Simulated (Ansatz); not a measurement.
**r2SCAN/def2-TZVPP run of H3NO (hydroxylamine)**

What is the vertical ionisation energy of H3NO (hydroxylamine) at r2SCAN/def2-TZVPP? 

The calculation is run with Ansatz 0.2.0.

54 further runs of the same task are left out: 54 set aside as unsound or not needed.

### Step 1. The system as given

H3NO has 5 atoms, charge 0, and is taken as a singlet. SMILES: `NO`. The coordinates come from a PBE0-D4/def2-TZVP relaxation. This is one conformer, not always the lowest.

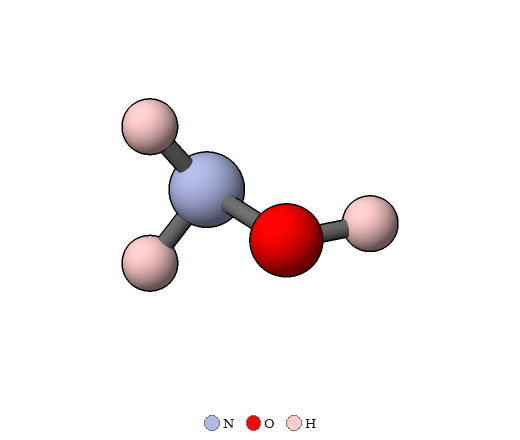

Viewed from a chosen angle; nitrogen light blue, oxygen red, hydrogen pink.

### Step 2. The energy at r2SCAN/def2-TZVPP

Input file molecule.yaml:

```yaml
crystal:
  periodic: [false, false, false]
  atoms:
    - {symbol: N, position_ang: [-0.165120, -0.361290, -0.321170]}
    - {symbol: O, position_ang: [0.364460, 0.666040, 0.508060]}
    - {symbol: H, position_ang: [-0.162690, -1.190020, 0.266770]}
    - {symbol: H, position_ang: [-1.141650, -0.109840, -0.446210]}
    - {symbol: H, position_ang: [1.105010, 0.995100, -0.007440]}
basis:
  gaussian: {orbitals: def2-TZVPP}
hamiltonian: {xc: r2scan}
accuracy: high
output: {orbitals: {seedname: orbitals}}
```

Command:

```sh
$ ansatz run molecule.yaml --threads 1 --pin off --max-ram 3480MiB --events-out events.jsonl --progress --plain --runs-dir runs
```

Standard output:

```text
Warning: RAYON_NUM_THREADS=1 ignored (pool sized by the plan → 1); use --threads N
Functional definition: r2SCAN
  name "r2SCAN"
  parameter k0 = 0.174
  parameter k1 = 0.065
  parameter a1 = 4.9479
  exchange = r2scan_x(k0 = k0, k1 = k1, a1 = a1)
  correlation = r2scan_c
1821 factors; integrals over basis functions are off by at most 3.5e-9 eV
mean field evaluation 1: about -3579.1847 eV, gradient 5.1e1 eV
mean field evaluation 2: about -3574.0624 eV, gradient 7.3e1 eV
mean field evaluation 4: about -3583.8954 eV, gradient 3.2e0 eV
mean field evaluation 8: about -3583.9100 eV, gradient 2.4e-2 eV
mean field evaluation 16: about -3583.9100 eV, gradient 4.8e-7 eV
mean field -3583.90997288 eV, -131.7062622418 hartree, gradient 4.0e-8 eV, S^2 0.000000; 0 other end points of the search recorded, 0 dependent functions left out
reference -3583.90997348 eV, -131.7062622638 hartree; 9, 9 occupied and 95, 95 virtual orbitals, 1821 factors
Total energy: -3583.90997348 eV, -131.7062622638 hartree
```

Wall time 5.1 s (1 thread of Arm Neoverse V2, shared host); peak memory 0.24 GiB.

### Step 3. The doublet cation at the same level

Input file run.yaml:

```yaml
crystal:
  periodic: [false, false, false]
  atoms:
    - {symbol: "N", position_ang: [-0.165120, -0.361290, -0.321170]}
    - {symbol: O, position_ang: [0.364460, 0.666040, 0.508060]}
    - {symbol: H, position_ang: [-0.162690, -1.190020, 0.266770]}
    - {symbol: H, position_ang: [-1.141650, -0.109840, -0.446210]}
    - {symbol: H, position_ang: [1.105010, 0.995100, -0.007440]}
basis:
  gaussian: {orbitals: def2-TZVPP}
total_charge: 1
magnetization: {spin_polarized: true, initial_magnetization: 1}
hamiltonian: {xc: r2scan}
accuracy: high
output: {orbitals: {seedname: orbitals}}
```

Command:

```sh
$ ansatz run run.yaml --threads 1 --pin off --max-ram 3480MiB --events-out events.jsonl --progress --plain --runs-dir runs
```

Standard output, cut to the lines that bear on the results:

```text
Warning: RAYON_NUM_THREADS=1 ignored (pool sized by the plan → 1); use --threads N
[... 7 set-up lines as earlier in the session ...]
1821 factors; integrals over basis functions are off by at most 3.5e-9 eV
mean field evaluation 1: about -3564.3578 eV, gradient 5.3e1 eV
mean field evaluation 2: about -3544.1048 eV, gradient 8.4e1 eV
mean field evaluation 4: about -3573.4115 eV, gradient 6.0e0 eV
mean field evaluation 8: about -3573.5680 eV, gradient 4.8e-1 eV
mean field evaluation 16: about -3573.5693 eV, gradient 4.4e-4 eV
mean field evaluation 32: about -3573.4816 eV, gradient 4.9e0 eV
mean field -3573.56929816 eV, -131.3262494552 hartree, gradient 4.7e-8 eV, S^2 0.755176; 3 other end points of the search recorded, 0 dependent functions left out
reference -3573.56929939 eV, -131.3262495002 hartree; 9, 8 occupied and 95, 96 virtual orbitals, 1821 factors
Total energy: -3573.56929939 eV, -131.3262495002 hartree
```

Wall time 9.3 s (1 thread of Arm Neoverse V2, shared host); peak memory 0.32 GiB.

### Step 4. Results

At r2SCAN/def2-TZVPP:

| quantity | value |
| --- | --- |
| singlet H3NO: total energy | -131.70626 Eh |
| singlet H3NO: HOMO energy | -6.15 eV |
| singlet H3NO: LUMO energy | 1.22 eV |
| singlet H3NO: HOMO–LUMO gap | 7.37 eV |
| doublet cation: total energy | -131.32625 Eh |
| doublet cation: HOMO energy (highest over α and β) | -15.74 eV |
| doublet cation: LUMO energy (lowest over α and β) | -14.25 eV |
| doublet cation: ⟨S²⟩ | 0.755 |
| vertical ionisation energy (to the doublet cation) | 10.341 eV |

What this shows: Removing an electron at fixed nuclei costs 10.34 eV (238 kcal/mol). −ε(HOMO) before ionisation, 6.15 eV, is 4.20 eV below this ionisation energy.
